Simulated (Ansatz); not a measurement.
TaHBrCl4F: several calculations on one system

## 1. Relaxation

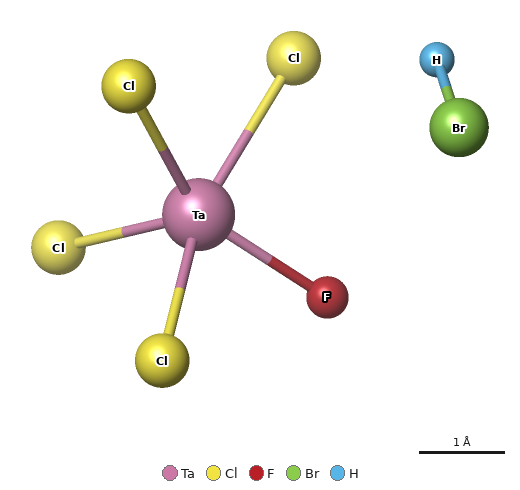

TaHBrCl₄F, before the relaxation. Style: ball-and-stick. Shown from a free direction.

The run prepares an end point of a later path (reaction) calculation, from a guessed geometry.

The calculation used RKS PBE/def2-SVP in Ansatz 0.2.0.

Input
```yaml
crystal:
  periodic: [false, false, false]
  atoms:
    - { symbol: Ta, position_ang: [-0.154395, 0.127832, 0.111538] }
    - { symbol: Cl, position_ang: [2.218085, 0.696461, 0.259512] }
    - { symbol: Cl, position_ang: [-0.228938, 0.090913, 2.43157] }
    - { symbol: F, position_ang: [0.374328, -0.840654, -1.416777] }
    - { symbol: Cl, position_ang: [-0.978903, 2.137884, -0.5407] }
    - { symbol: Cl, position_ang: [-2.121674, -1.12763, 0.052118] }
    - { symbol: Br, position_ang: [1.836571, -3.022854, 1.066568] }
    - { symbol: H, position_ang: [2.640726, -1.757151, 0.90127] }
basis:
  gaussian: { orbitals: def2-SVP }
hamiltonian:
  xc: pbe
relax:
  f_tol: 0.03
  max_steps: 50
output:
  orbitals: {}
```

Run as
```bash
ansatz run input.yaml --threads 4 --pin off --max-ram 5120MiB --backend cpu --events-out ev --progress --plain --runs-dir out
```

Predict the outcome.

Answer. The energy falls by 3.61 kcal/mol in 11 geometry steps. The largest force component goes from 1.1 to 0.012 eV/Å. The atom that moves furthest after the best rigid fit is Br7 (0.62 Å). Largest moves by element: Br 0.62 Å, Cl 0.44 Å, H 0.29 Å, F 0.22 Å, Ta 0.14 Å. Near-neighbour distances that change, for instance: Ta1–Br7 3.847 → 3.152 Å, Ta1–Cl2 2.444 → 2.359 Å, Br7–H8 1.509 → 1.441 Å, Ta1–Cl3 2.322 → 2.340 Å. New bonds form, among them: Ta1–Br7 (3.85 → 3.15 Å). Bond angles that change, for instance: Cl3–Ta1–F4 144.2° → 159.4°, F4–Ta1–Cl5 108.9° → 100.0°, Cl3–Ta1–Cl5 106.8° → 100.6°.

The structure at the end:

```xyz
8

Ta   -0.0291    0.0690    0.1468
Cl    2.2211    0.7600    0.2956
Cl   -0.2036    0.2828    2.4706
F     0.4374   -0.6652   -1.5373
Cl   -1.0448    1.9897   -0.5270
Cl   -1.8273   -1.4322    0.1687
Br    1.3619   -2.6516    0.9223
H     2.6702   -2.0477    0.9253
```

After the run, drawn alike:

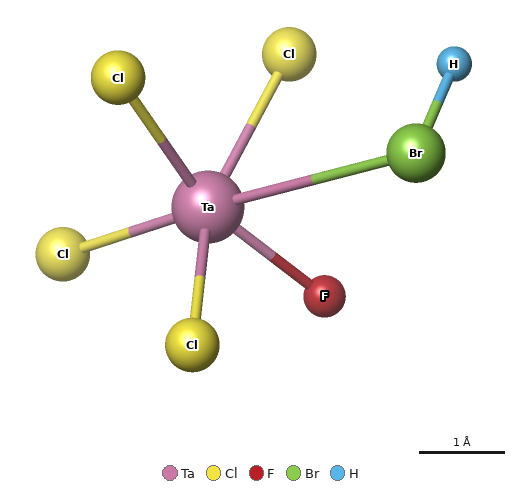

Limits of the set-up: the start holds two separate molecules, 2.6 Å apart at their closest, whose relative position is a soft coordinate and is computed without a dispersion correction.

## 2. Relaxation

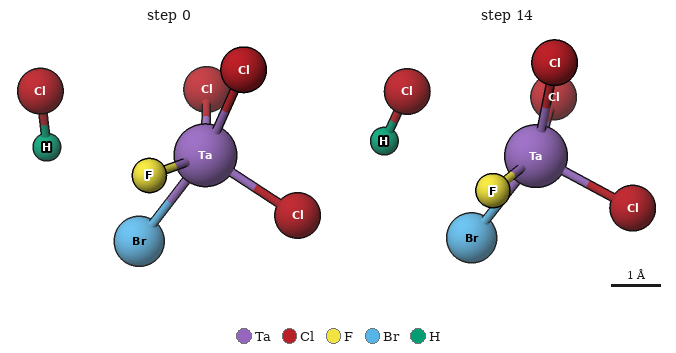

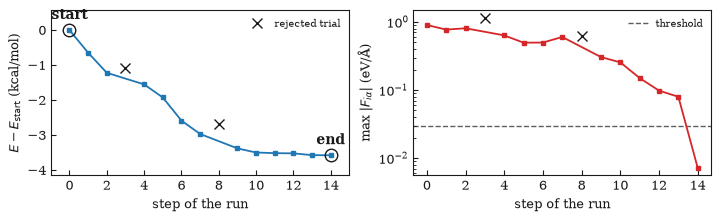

First and last geometry of a relaxation of TaHBrCl$_{4}$F, with the history of the run. A ball-and-stick model, seen at a tilt.

The run prepares an end point of a later path (reaction) calculation, from a guessed geometry.

All numbers below come from Ansatz 0.2.0, RKS PBE/def2-SVP. Set-up: no spin polarisation; force threshold 0.03 eV/Å; at most 50 steps.

Question: What do the curves and the structures tell?

Answer: It converged. A Cl atom moves most after the best rigid fit: 0.61 Å. Largest moves by element: Cl 0.61 Å, F 0.33 Å, H 0.19 Å, Ta 0.16 Å, Br 0.14 Å. Some distances before and after: Cl–Ta 3.668 → 2.976 Å, Br–Ta 2.623 → 2.532 Å, Cl–H 1.341 → 1.308 Å, Cl–Ta 2.309 → 2.339 Å. Among the angles between lasting bonds that change: Cl–Ta–F 138.4° → 159.9°, F–Ta–Cl 111.1° → 99.7°, Cl–Ta–Br 168.3° → 157.3°. Over 12 accepted moves (14 points after the start) the energy falls by 3.58 kcal/mol. The largest force component goes from 0.9 to 0.0072 eV/Å. The line search rejected the trial steps at points 3, 8 of the run.

```json
{"step": "0", "E − E(0), kcal/mol": "0.00", "largest force component, eV/Å": "0.9019", "note": ""}
{"step": "1", "E − E(0), kcal/mol": "-0.65", "largest force component, eV/Å": "0.7703", "note": ""}
{"step": "2", "E − E(0), kcal/mol": "-1.22", "largest force component, eV/Å": "0.8066", "note": ""}
{"step": "3", "E − E(0), kcal/mol": "-1.09", "largest force component, eV/Å": "1.1582", "note": "rejected"}
{"step": "4", "E − E(0), kcal/mol": "-1.55", "largest force component, eV/Å": "0.6341", "note": ""}
{"step": "5", "E − E(0), kcal/mol": "-1.93", "largest force component, eV/Å": "0.4952", "note": ""}
{"step": "6", "E − E(0), kcal/mol": "-2.59", "largest force component, eV/Å": "0.4976", "note": ""}
{"step": "7", "E − E(0), kcal/mol": "-2.97", "largest force component, eV/Å": "0.6010", "note": ""}
{"step": "8", "E − E(0), kcal/mol": "-2.68", "largest force component, eV/Å": "0.6122", "note": "rejected"}
{"step": "9", "E − E(0), kcal/mol": "-3.38", "largest force component, eV/Å": "0.3046", "note": ""}
{"step": "10", "E − E(0), kcal/mol": "-3.50", "largest force component, eV/Å": "0.2547", "note": ""}
{"step": "11", "E − E(0), kcal/mol": "-3.51", "largest force component, eV/Å": "0.1498", "note": ""}
{"step": "12", "E − E(0), kcal/mol": "-3.52", "largest force component, eV/Å": "0.0980", "note": ""}
{"step": "13", "E − E(0), kcal/mol": "-3.57", "largest force component, eV/Å": "0.0795", "note": ""}
{"step": "14", "E − E(0), kcal/mol": "-3.58", "largest force component, eV/Å": "0.0072", "note": ""}
```

Limits of the set-up: the start holds two separate molecules, 2.7 Å apart at their closest, whose relative position is a soft coordinate and is computed without a dispersion correction.

## 3. Path

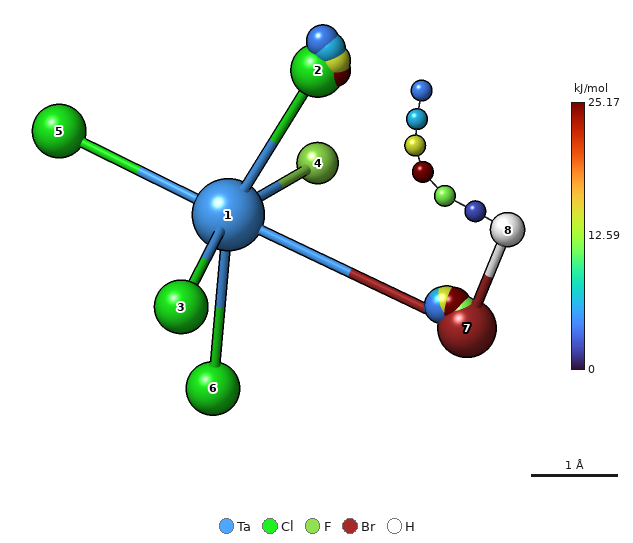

A search for the minimum-energy path of TaHBrCl₄F by the nudged elastic band. Images are numbered from 0 (start) to 6 (end). The start is drawn whole; smaller spheres mark the moving atoms (Cl, Br, H) in the later images, joined by lines and coloured by the energy of the image relative to the start. The picture is a ball-and-stick view, seen at a tilt.

These are results of RKS PBE/def2-SVP in Ansatz 0.2.0, not measurements. Settings: 5 movable images; climbing image; force threshold 0.03 eV/Å; iteration limit 60; starting path through a guess of the saddle point.

Question: Describe the path and its energy.

Answer: A hydrogen atom shifts from one atom to another. Breaking: Br7–H8 (1.44 → 1.70 at the top → 2.75 Å). Forming: Cl2–H8 (2.91 → 1.59 at the top → 1.31 Å). The highest point, image 3, lies 25.2 kJ/mol above the start and 20.9 kJ/mol above the end; the end is at +4.3 kJ/mol relative to the start. The band converged in 14 iterations. The largest component of the band force went from 3.9 to 0.013 eV/Å. The climbing image converged on the top of the path. Its vibrational analysis gives one imaginary mode (223i cm⁻¹), as a transition state must have.
